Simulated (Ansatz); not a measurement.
# Band gap of SiO2 (Fddd) from density functionals to GW, part 2 of 2

What gap does each level of theory give for SiO2 (Fddd), and in what time?

Ansatz 0.2.0; density functionals, hybrids and G0W0, plane waves, PAW. Known limits of the many-body steps: finite bands, screening cutoff and k mesh; no spin-orbit coupling in G0W0.

So far. Step 5 (PBE0 on the 4×4×4 mesh): Over mesh and listed points the gap is 8.353 eV, direct, at k = Γ. PBE0 against HSE06: 8.353 − 7.585 = +0.768 eV, with the same mesh, files and cutoff, and both edges at the same k points. Step 6 (G0W0@LDA, 4×4×4 mesh, 898 empty bands, screening to 180 …): Over all 18 irreducible mesh points the G0W0 gap is 8.731 eV, direct, at k = Γ. The LDA gap of this run on the mesh is 5.533 eV.

In doubt: masses and optical values from hybrid runs of this build are listed as unsure (step 7), which bears on the screening that GW takes from such a start.

### Step 7. G0W0@HSE06, 4×4×4 mesh, 417 empty bands, screening to 108 eV, PAW set soft_1 files

This step: G0W0 on HSE06, plane waves, PAW; PAW set soft_1.

File input.yaml:

```yaml
crystal:
  lattice:
    - [0.0, 4.71625711, 7.3627753715]
    - [2.3595806657, 0.0, 7.3627753715]
    - [2.3595806657, 4.71625711, 0.0]
  atoms:
    - { symbol: Si, position: [0.56323108, 0.56323108, 0.93676892] }
    - { symbol: Si, position: [0.31323108, 0.31323108, 0.68676892] }
    - { symbol: Si, position: [0.68676892, 0.68676892, 0.31323108] }
    - { symbol: Si, position: [0.93676892, 0.93676892, 0.56323108] }
    - { symbol: O, position: [0.625, 0.125, 0.625] }
    - { symbol: O, position: [0.625, 0.625, 0.125] }
    - { symbol: O, position: [0.625, 0.625, 0.625] }
    - { symbol: O, position: [0.125, 0.625, 0.625] }
    - { symbol: O, position: [0.1865604, 0.8134396, 0.1865604] }
    - { symbol: O, position: [0.8134396, 0.1865604, 0.8134396] }
    - { symbol: O, position: [0.4365604, 0.0634396, 0.4365604] }
    - { symbol: O, position: [0.0634396, 0.4365604, 0.0634396] }
kpoints:
  mp_grid: { grid: [4, 4, 4] }
hamiltonian:
  xc: hse06
  pseudopotentials: { kind: paw, azcp: { folder: soft_1 } }
scf:
  occupations: { method: fixed }
gw:
  n_empty_bands: 417
  ecut_chi: 108
  qp_bands: [v4, c4]
  qp_kpoints: band_edges
  screening: { model: contour_deformation }
```

On the command line:

```sh
ansatz run input.yaml --threads 3 --pin off --max-ram 92160MiB --backend cuda --events-out ev --progress --plain --runs-dir out --devices 1 --max-vram 13GiB
```

Numbers of over 12 decimals in the logs are rounded to 6 here.

The log of the run:

```text
GPUs: using 1 of 1 available (devices: 1).
[...]
GPU FFT provider: cuFFT
GPU libraries: cuBLAS 13.8.2, cuFFT 12.4.0, cuSOLVER 12.3.4
Crystal: 12 atoms, lattice volume = 163.872 Å³
Basis set: ecut = 420 eV, 3169 PW (Γ)
Bands: 44, of which v1, the nominal top of the filled ones, is band 32 counted from 1 (31 counted from 0)
Symmetry: 8 space group operations
[...]
k-points: 18 of 64
[...]
0    35     10.7652    -5.2225    -3.4035    -9.7371  0.8885    11.8813    11.8763  root
     0    36     11.0979    -7.0184    -3.1792   -11.3761  0.8818    12.2823    12.2763  root
[...]
17    33      9.2149    -6.9176    -2.9894   -10.9139  0.8884    10.2257    10.2218  root
    17    34      9.2149    -6.9176    -2.9894   -10.9139  0.8884    10.2257    10.2218  root
    17    35     11.2185    -6.0290    -3.3650   -10.5856  0.8840    12.4161    12.4100  root
    17    36     11.2185    -6.0290    -3.3650   -10.5856  0.8840    12.4161    12.4100  root
[key lines of the parts left out:]
Free energy (F): -7097.613500 eV
Fermi energy:    0.449176 eV
```

Elapsed: 2.2 min, on 1 × NVIDIA H100 80GB HBM3 (shared by 6 runs) with 3 threads of AMD EPYC 7R13 (Zen 3), shared host; peak memory 2.7 GiB; 3.1 min of CPU time.

This step gave:

```
bands summed                                    : 449
RPA ε∞ on this mesh (eigenvalues)               : 2.008, 2.042, 2.050
plane waves in the screening matrix             : 425
G0W0 gap over the corrected points              : 9.362 eV
k of the valence top                            : 0, 0, 0
k of the conduction bottom                      : 0, 0, 0
starting gap on the mesh                        : 7.586 eV
Z at the valence top                            : 0.8367
Z at the conduction bottom                      : 0.8932
least direct G0W0 gap over the corrected points : 9.362 eV
```

Over all 18 irreducible mesh points the G0W0 gap is 9.362 eV, direct, at k = Γ. The HSE06 gap of this run on the mesh is 7.586 eV. The two states that bound the G0W0 gap lie that far apart at the start, so the correction of the gap is 9.362 − 7.586 = +1.776 eV. G0W0@HSE06 against G0W0@LDA with 449 bands (a further run, in the table below): 9.362 − 8.532 = +0.830 eV, with the same mesh, files and cutoffs, and both edges at the same k points.

### Step 8. G0W0@r2SCAN, 4×4×4 mesh, 417 empty bands, screening to 108 eV, PAW set soft_1 files

This step: G0W0 on r2SCAN, plane waves, PAW; PAW set soft_1.

Changes to input.yaml since step 7:

```diff
@@ -21,3 +21,3 @@
 hamiltonian:
-  xc: hse06
+  xc: r2scan
   pseudopotentials: { kind: paw, azcp: { folder: soft_1 } }
```

The log of the run:

```text
GPUs: using 1 of 1 available (devices: 1).
[...]
GPU FFT provider: cuFFT
GPU libraries: cuBLAS 13.8.2, cuFFT 12.4.0, cuSOLVER 12.3.4
Crystal: 12 atoms, lattice volume = 163.872 Å³
Basis set: ecut = 500 eV, 4155 PW (Γ), exchange–correlation on 256×240×160 points (64 copies of the dense FFT grid, shifted against one another)
Bands: 44, of which v1, the nominal top of the filled ones, is band 32 counted from 1 (31 counted from 0)
[...]
0    36     10.7823    -7.1708    -3.2943   -11.8311  0.8707    12.1580    12.1482  root
[...]
17    33      8.8915    -7.0714    -3.0941   -11.3752  0.8781    10.1079    10.1012  root
    17    34      8.8915    -7.0714    -3.0941   -11.3752  0.8781    10.1079    10.1012  root
    17    35     10.9559    -6.0904    -3.4701   -10.8654  0.8735    12.2696    12.2608  root
    17    36     10.9559    -6.0904    -3.4701   -10.8654  0.8735    12.2696    12.2608  root
[key lines of the parts left out:]
SCF converged after 8 iterations
Free energy (F): -7120.221739 eV
Fermi energy:    1.323087 eV
```

The job ended after 64 s (1 × NVIDIA H100 80GB HBM3 (shared by 6 runs) with 3 threads; peak memory 2.6 GiB).

Numbers from this step:

```yaml
bands_summed: 449
rpa_eps_infinity_on_this_mesh_eigenvalues: 2.104, 2.145, 2.153
plane_waves_in_the_screening_matrix: 425
g0w0_gap_over_the_corrected_points: 8.907 eV
k_of_the_valence_top: 0, 0, 0
k_of_the_conduction_bottom: 0, 0, 0
starting_gap_on_the_mesh: 6.398 eV
z_at_the_valence_top: 0.8225
z_at_the_conduction_bottom: 0.8838
least_direct_g0w0_gap_over_the_corrected_points: 8.907 eV
```

Over all 18 irreducible mesh points the G0W0 gap is 8.907 eV, direct, at k = Γ. The r2SCAN gap of this run on the mesh is 6.398 eV. The two states that bound the G0W0 gap lie that far apart at the start, so the correction of the gap is 8.907 − 6.398 = +2.509 eV. G0W0@r2SCAN against G0W0@HSE06 with 449 bands: 8.907 − 9.362 = −0.455 eV. The runs also differ in plane-wave cutoff (420 eV and 500 eV), so how much of this comes from the start alone is not known.

### Step 9. The ladder

Each gap is the least one over the points named; times are wall times on shared hosts, not benchmarks. A G0W0 time includes the run's own self-consistent start. Runs with listed points see these and the mesh alone, so an edge that moves elsewhere is missed. Rows marked * are further runs, not shown as steps, whose inputs differ from the G0W0 step on the same start in the columns given; solver thresholds can differ too.

```tsv
level	mesh	files, cutoff	bands summed, screening	points	gap (eV)	valence top	conduction bottom	least direct gap (eV)	time
LDA	6×6×6	soft_1 PAW, 420 eV	-	mesh and path	5.533	Γ	Γ	5.533	18 s
r2SCAN	6×6×6	soft_1 PAW, 500 eV	-	mesh and listed points	6.398	Γ	Γ	6.398	15 s
HSE06	4×4×4	soft_1 PAW, 420 eV	-	mesh and listed points	7.585	Γ	Γ	7.585	37 s
PBE0	4×4×4	soft_1 PAW, 420 eV	-	mesh and listed points	8.353	Γ	Γ	8.353	37 s
G0W0@LDA*	4×4×4	soft_1 PAW, 420 eV	179, 54 eV	all 18 irreducible mesh points	8.379	Γ	Γ	8.379	28 s
G0W0@LDA*	4×4×4	soft_1 PAW, 420 eV	449, 108 eV	all 18 irreducible mesh points	8.532	Γ	Γ	8.532	55 s
G0W0@LDA	4×4×4	soft_1 PAW, 420 eV	930, 180 eV	all 18 irreducible mesh points	8.731	Γ	Γ	8.731	3.3 min
G0W0@HSE06	4×4×4	soft_1 PAW, 420 eV	449, 108 eV	all 18 irreducible mesh points	9.362	Γ	Γ	9.362	2.2 min
G0W0@r2SCAN	4×4×4	soft_1 PAW, 500 eV	449, 108 eV	all 18 irreducible mesh points	8.907	Γ	Γ	8.907	64 s
```

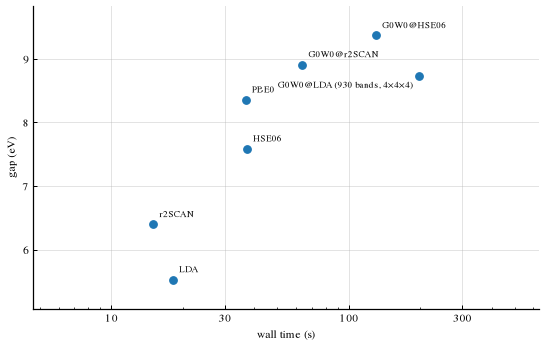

Gap against wall time for the runs shown as steps.

### Step 10. Outcome

```json
{
 "LDA, over mesh and path": "5.533 eV",
 "r2SCAN, over mesh and listed points": "6.398 eV",
 "HSE06, over mesh and listed points": "7.585 eV",
 "PBE0, over mesh and listed points": "8.353 eV",
 "G0W0@LDA (930 bands, 4×4×4), over all 18 irreducible mesh points": "8.731 eV",
 "G0W0@HSE06, over all 18 irreducible mesh points": "9.362 eV",
 "G0W0@r2SCAN, over all 18 irreducible mesh points": "8.907 eV",
 "known limits": "finite bands, screening cutoff and k mesh; no spin-orbit coupling in G0W0"
}
```

In words: The rows run from 5.533 eV (LDA) to 9.362 eV (G0W0@HSE06). They differ in mesh, plane-wave cutoff, bands and screening cutoff of G0W0 and the points over which the gap was sought as well as in level, so only pairs that share these are like for like. PBE0 against HSE06: 8.353 − 7.585 = +0.768 eV, with the same mesh, files and cutoff, and both edges at the same k points. G0W0@HSE06 against G0W0@LDA with 449 bands: 9.362 − 8.532 = +0.830 eV, with the same mesh, files and cutoffs, and both edges at the same k points. G0W0@LDA (930 bands, 4×4×4) moves the gap of its own start on the mesh by 8.731 − 5.533 = +3.198 eV, between the same two levels. Both edges that LDA shows over mesh and path lie at k points where levels were corrected. Levels at other points were not corrected, so a lower G0W0 gap elsewhere in the zone is not ruled out. G0W0@HSE06 moves the gap of its own start on the mesh by 9.362 − 7.586 = +1.776 eV, between the same two levels. Both edges that HSE06 shows over mesh and listed points lie at k points where levels were corrected. Levels at other points were not corrected, so a lower G0W0 gap elsewhere in the zone is not ruled out. G0W0@r2SCAN moves the gap of its own start on the mesh by 8.907 − 6.398 = +2.509 eV, between the same two levels. Both edges that r2SCAN shows over mesh and listed points lie at k points where levels were corrected. Levels at other points were not corrected, so a lower G0W0 gap elsewhere in the zone is not ruled out. For G0W0@LDA: from 179 bands and 54 eV to 930 bands and 180 eV the gap moves by 8.731 − 8.379 = +0.352 eV (rung by rung 8.379, 8.532, 8.731 eV); bands and screening cutoff rise together, so their parts are not told apart. A line in one over the bands through the two highest rungs gives 8.731 + (8.731 − 8.532) × 449 / (930 − 449) = 8.917 eV, and through the pair below 8.532 + (8.532 − 8.379) × 179 / (449 − 179) = 8.633 eV. The two differ by 0.284 eV, not under the 0.030 eV asked, so the law does not hold well over these rungs and the limit is not known. The other G0W0 rows are shown at one basis each (449 bands), so their distance from the limit is not known here. The G0W0 runs are scalar-relativistic. No pair of G0W0 runs that differ in the mesh alone is shown (4×4×4 is a supercell whose nearest images lie 19 Å apart), so the error from the mesh is not known here. G0W0@LDA runs of this series with other atomic data on the same mesh, not shown as steps, give 8.554 eV (hard PAW, 930 eV, 449 bands, screening to 108 eV; the table's row with the same empty bands and screening cutoff has 8.532 eV); where bands and cutoffs differ too, the part of the files is not isolated.

[Paths, hosts, dates, memory and timing lines, banners, echoed tables and standing remarks are left out of the program output.]

[Logs are printed without paths, hosts, clocks, repeated set-up lines and the standing remarks that a program may print on its own settings, such as how far it seeks lower states.]

[Runs of the session that timed out or met a known fault of the program may be left out.]

[Cells called generated may have been cut or substituted from an entry of the Crystallography Open Database or the Materials Project.]

[Hosts, paths, dates, database ids (printed as entryN), source tags and the programs' standing remarks are cut or masked in the printed files.]

[Where an RPA ε∞ is given, it is that of the G0W0 mesh and is not shown converged in it. Names of k-points follow the symmetry that the program found, which can be lower than the space group named. Band edges on a path are those of the sampled points; other points can move an edge, and change direct to indirect where valleys lie close.]

[Hybrid gaps are those of their k-mesh and are not shown converged in it.]
